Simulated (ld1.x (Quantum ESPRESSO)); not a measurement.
Pseudopotential generation: Cr (part 2 of 2)

Continued. System: chromium (Cr, Z = 24), core [Ne] 3s2, reference valence 3p6 3d5 4s1 4p0, valence charge 12. Method: RRKJ potential, PBE, scalar-relativistic, made with ld1.x (Quantum ESPRESSO) 7.5.

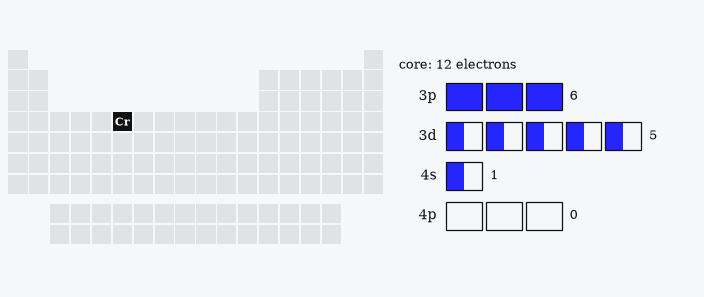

Left, the place of chromium in the periodic table; right, the valence shells of the reference configuration: a box for each of the 2l + 1 orbitals, shaded by the share of the shell that is filled, with the electron count at the right.

**Output of the test run (extracts), continued**
```
     ---------------------- Testing the pseudopotential ----------------------

     Cr
     scalar relativistic calculation

     atomic number is 24.00   valence charge is 12.00
     dft =PBE   lsd =0 sic =0 latt =0  beta=0.20 tr2=1.0E-14
     mesh =1183 r(mesh) =  99.18097 xmin = -7.00 dx = 0.01250

     n l     nl             e AE (Ry)        e PS (Ry)    De AE-PS (Ry)
     2 1     3P   1( 6.00)       -4.20377       -4.21059        0.00681  !
     3 2     3D   1( 4.00)       -1.01463       -1.01742        0.00279
     1 0     4S   1( 1.00)       -0.83821       -0.83638       -0.00183
     3 1     4P   1( 0.00)       -0.51648       -0.51835        0.00187

     eps = 5.7E-15  iter = 14

     Etot =   -2100.471365 Ry,   -1050.235683 Ha,  -28578.368807 eV
     Etotps =  -147.931741 Ry,     -73.965871 Ha,   -2012.713874 eV
     dEtot_ae =       0.587034 Ry
     dEtot_ps =       0.588114 Ry,   Delta E=      -0.001080 Ry

     Ekin =      72.052555 Ry,      36.026278 Ha,     980.324954 eV
     Encl =    -257.897719 Ry,    -128.948860 Ha,   -3508.877224 eV
     Ehrt =      91.904253 Ry,      45.952126 Ha,    1250.421058 eV
     Ecxc =     -46.852053 Ry,     -23.426027 Ha,    -637.454656 eV
     (Ecc =     -29.074570 Ry,     -14.537285 Ha,    -395.579679 eV)
     Epseu=      -7.138777 Ry,      -3.569388 Ha,     -97.128007 eV

     ---------------------- End of pseudopotential test ----------------------

     ---------------------- Testing the pseudopotential ----------------------

     Cr
     scalar relativistic calculation

     atomic number is 24.00   valence charge is 12.00
     dft =PBE   lsd =0 sic =0 latt =0  beta=0.20 tr2=1.0E-14
     mesh =1183 r(mesh) =  99.18097 xmin = -7.00 dx = 0.01250

     n l     nl             e AE (Ry)        e PS (Ry)    De AE-PS (Ry)
     2 1     3P   1( 5.00)       -4.29397       -4.31424        0.02026  !
     3 2     3D   1( 5.00)       -1.08328       -1.09246        0.00918  !
     1 0     4S   1( 1.00)       -0.84954       -0.84461       -0.00493
     3 1     4P   1( 0.00)       -0.52202       -0.52442        0.00240

     eps = 7.2E-15  iter = 19

     Etot =   -2097.272263 Ry,   -1048.636131 Ha,  -28534.842803 eV
     Etotps =  -144.723994 Ry,     -72.361997 Ha,   -1969.070249 eV
     dEtot_ae =       3.786136 Ry
     dEtot_ps =       3.795861 Ry,   Delta E=      -0.009725 Ry

     Ekin =      76.388925 Ry,      38.194462 Ha,    1039.324268 eV
     Encl =    -255.959767 Ry,    -127.979884 Ha,   -3482.510047 eV
     Ehrt =      90.967321 Ry,      45.483660 Ha,    1237.673453 eV
     Ecxc =     -46.632722 Ry,     -23.316361 Ha,    -634.470510 eV
     (Ecc =     -29.074570 Ry,     -14.537285 Ha,    -395.579679 eV)
     Epseu=      -9.487750 Ry,      -4.743875 Ha,    -129.087412 eV

     ---------------------- End of pseudopotential test ----------------------

     ---------------------- Testing the pseudopotential ----------------------

     Cr
     scalar relativistic calculation

     atomic number is 24.00   valence charge is 12.00
     dft =PBE   lsd =0 sic =0 latt =0  beta=0.20 tr2=1.0E-14
     mesh =1183 r(mesh) =  99.18097 xmin = -7.00 dx = 0.01250

     n l     nl             e AE (Ry)        e PS (Ry)    De AE-PS (Ry)
     2 1     3P   1( 6.00)       -3.18328       -3.18055       -0.00273
     3 2     3D   1( 6.00)       -0.09794       -0.09836        0.00042
     1 0     4S   1( 0.00)       -0.26129       -0.26364        0.00235
     3 1     4P   1( 0.00)       -0.06238       -0.06357        0.00119

     eps = 3.0E-15  iter = 19

     Etot =   -2100.931120 Ry,   -1050.465560 Ha,  -28584.624093 eV
     Etotps =  -148.391302 Ry,     -74.195651 Ha,   -2018.966523 eV
     dEtot_ae =       0.127279 Ry
     dEtot_ps =       0.128553 Ry,   Delta E=      -0.001274 Ry

     Ekin =      75.890543 Ry,      37.945271 Ha,    1032.543439 eV
     Encl =    -271.250846 Ry,    -135.625423 Ha,   -3690.555774 eV
     Ehrt =     103.123957 Ry,      51.561979 Ha,    1403.072917 eV
     Ecxc =     -47.788618 Ry,     -23.894309 Ha,    -650.197276 eV
     (Ecc =     -29.074570 Ry,     -14.537285 Ha,    -395.579679 eV)
     Epseu=      -8.366338 Ry,      -4.183169 Ha,    -113.829829 eV

     ---------------------- End of pseudopotential test ----------------------

     ---------------------- Testing the pseudopotential ----------------------

     Cr
     scalar relativistic calculation

     atomic number is 24.00   valence charge is 12.00
     dft =PBE   lsd =0 sic =0 latt =0  beta=0.20 tr2=1.0E-14
     mesh =1183 r(mesh) =  99.18097 xmin = -7.00 dx = 0.01250

     n l     nl             e AE (Ry)        e PS (Ry)    De AE-PS (Ry)
     2 1     3P   1( 6.00)       -3.73309       -3.73754        0.00446
     3 2     3D   1( 4.00)       -0.54691       -0.54780        0.00089
     1 0     4S   1( 1.00)       -0.42770       -0.42537       -0.00232
     3 1     4P   1( 1.00)       -0.15520       -0.15587        0.00067

     eps = 3.4E-15  iter = 18

     Etot =   -2100.800717 Ry,   -1050.400359 Ha,  -28582.849872 eV
     Etotps =  -148.262367 Ry,     -74.131184 Ha,   -2017.212272 eV
     dEtot_ae =       0.257682 Ry
     dEtot_ps =       0.257488 Ry,   Delta E=       0.000194 Ry

     Ekin =      72.234102 Ry,      36.117051 Ha,     982.795027 eV
     Encl =    -263.551102 Ry,    -131.775551 Ha,   -3585.795419 eV
     Ehrt =      97.284429 Ry,      48.642214 Ha,    1323.622087 eV
     Ecxc =     -47.107095 Ry,     -23.553547 Ha,    -640.924675 eV
     (Ecc =     -29.074570 Ry,     -14.537285 Ha,    -395.579679 eV)
     Epseu=      -7.122702 Ry,      -3.561351 Ha,     -96.909291 eV

     ---------------------- End of pseudopotential test ----------------------
```

**Key numbers**

- outcome: generated, with a ghost state
- cutoffs needed: 80 Ry and 110 Ry (the cutoffs, on a coarse ladder, from which the occupation-weighted sum of valence levels, in a spherical-Bessel basis at the reference potential, stays within 10 and 1 mRy of its value at 400 Ry); ghost states and empty shells don't enter this sum
- ghost test: ghost state below the valence levels: s at -57.4 eV (spherical-Bessel basis up to 400 Ry, 20 bohr box)
- largest excitation error: -132 meV (all-electron minus pseudo) for 3p5 3d5 4s1 4p0, out of 7 test configurations
- range over which the phases arctan(r u′/u) at the test radius agree within 0.05 rad (a looser test near the poles than one of phase shifts): s: between about -4.2 and 3.2 Ry; p: over the whole range computed; d: up to about 1.6 Ry
- hardware: 1 CPU thread, shared host
- wall time: 1.1 s

**Notes**

The potential has a bound ghost state, so it can't be used as it stands.
